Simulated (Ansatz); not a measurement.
# HF/STO-3G run of InH3 (SMILES [InH3])

What is the energy change on altering one bond length of InH3 at HF/STO-3G? 

The calculation is run with Ansatz 0.2.0.

29 further runs of the same task are left out: 1 that didn't finish, 28 set aside as unsound or not needed.

### 1 Starting point

The species is InH3 (4 atoms), meant as a singlet with charge 0. As SMILES, `[InH3]`. The shape is that of a PBE0-D4/def2-TZVP optimisation.

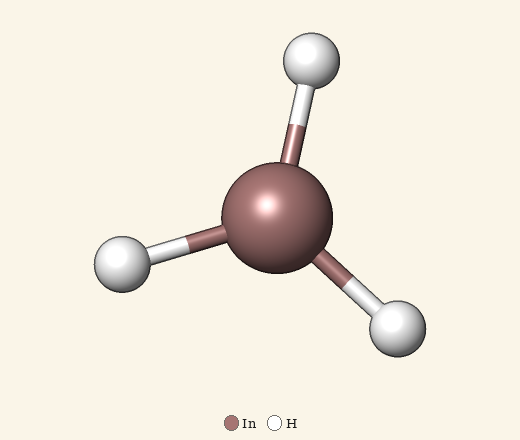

Viewed from a chosen angle; indium brown, hydrogen white.

### 2 A single-point energy at HF/STO-3G

Contents of job.yaml:

```yaml
crystal:
  periodic: [false, false, false]
  atoms:
    - symbol: In
      position_ang: [0.013900, -0.015100, -0.005100]
    - symbol: H
      position_ang: [0.415500, 1.516000, 0.678200]
    - symbol: H
      position_ang: [-1.095600, -0.107300, -1.321400]
    - symbol: H
      position_ang: [0.721800, -1.454000, 0.628000]
basis:
  gaussian:
    orbitals: STO-3G
hamiltonian:
  xc: hf
accuracy: high
```

Run with:

```bash
$ ansatz run job.yaml --threads 1 --pin off --max-ram 2610MiB --events-out events.jsonl --progress --plain --runs-dir runs
```

The program printed:

```text
Warning: RAYON_NUM_THREADS=1 ignored (pool sized by the plan → 1); use --threads N
Functional definition: HF
  name "HF"
  exchange = exact_x
  correlation = 0
526 factors; integrals over basis functions are off by at most 3.8e-9 eV
mean field evaluation 1: about -154684.9641 eV, gradient 7.8e0 eV
mean field evaluation 2: about -154684.9507 eV, gradient 7.8e0 eV
mean field evaluation 4: about -154685.3574 eV, gradient 1.4e-1 eV
mean field evaluation 8: about -154685.3571 eV, gradient 9.2e-5 eV
mean field -154685.35710423 eV, -5684.5820240795 hartree, gradient 1.2e-8 eV, S^2 0.000000; 0 other end points of the search recorded, 0 dependent functions left out
reference -154685.35710423 eV, -5684.5820240795 hartree; 26, 26 occupied and 4, 4 virtual orbitals, 526 factors
Total energy: -154685.35710423 eV, -5684.5820240795 hartree
```

Wall time 0.4 s (1 thread of Arm Neoverse V1, shared host).

### 3 The distorted shape

Contents of job.yaml:

```yaml
crystal:
  periodic: [false, false, false]
  atoms:
    - {symbol: In, position_ang: [0.291284, 0.007951, 0.323986]}
    - {symbol: H, position_ang: [0.692884, 1.539051, 1.007286]}
    - {symbol: H, position_ang: [-1.095600, -0.107300, -1.321400]}
    - {symbol: H, position_ang: [0.999184, -1.430949, 0.957086]}
basis:
  gaussian:
    orbitals: STO-3G
accuracy: high
hamiltonian:
  xc: hf
```

Run with:

```bash
$ ansatz run job.yaml --threads 1 --pin off --max-ram 2610MiB --events-out events.jsonl --progress --plain --runs-dir runs
```

The program printed:

```text
Warning: RAYON_NUM_THREADS=1 ignored (pool sized by the plan → 1); use --threads N
Functional definition: HF
  name "HF"
  exchange = exact_x
  correlation = 0
525 factors; integrals over basis functions are off by at most 3.9e-9 eV
mean field evaluation 1: about -154683.3006 eV, gradient 9.0e0 eV
mean field evaluation 2: about -154683.2812 eV, gradient 8.9e0 eV
mean field evaluation 4: about -154683.8737 eV, gradient 3.0e-1 eV
mean field evaluation 8: about -154683.8739 eV, gradient 6.0e-5 eV
mean field -154683.87394930 eV, -5684.5275191413 hartree, gradient 1.7e-8 eV, S^2 0.000000; 0 other end points of the search recorded, 0 dependent functions left out
reference -154683.87394930 eV, -5684.5275191413 hartree; 26, 26 occupied and 4, 4 virtual orbitals, 525 factors
Total energy: -154683.87394930 eV, -5684.5275191413 hartree
```

Run time: 0.45 s. Hardware: 1 thread of Arm Neoverse V1, shared host.

### 4 Results

At HF/STO-3G:

| quantity | value |
| --- | --- |
| first shape: total energy | -5684.58202 Eh |
| distorted shape: total energy | -5684.52752 Eh |
| energy change with the In1–H3 bond stretched from 1.724 to 2.155 Å | 1.483 eV |

**Reading.** With the In1–H3 bond stretched from 1.724 to 2.155 Å the energy rises by 1.48 eV (143 kJ/mol). The first shape isn't relaxed at this level, so the change isn't measured from a minimum. The minimal basis adds a large error of its own. Relativity is left out (first shape) although the molecule holds a heavy atom. Relativity is left out (distorted shape) although the molecule holds a heavy atom.
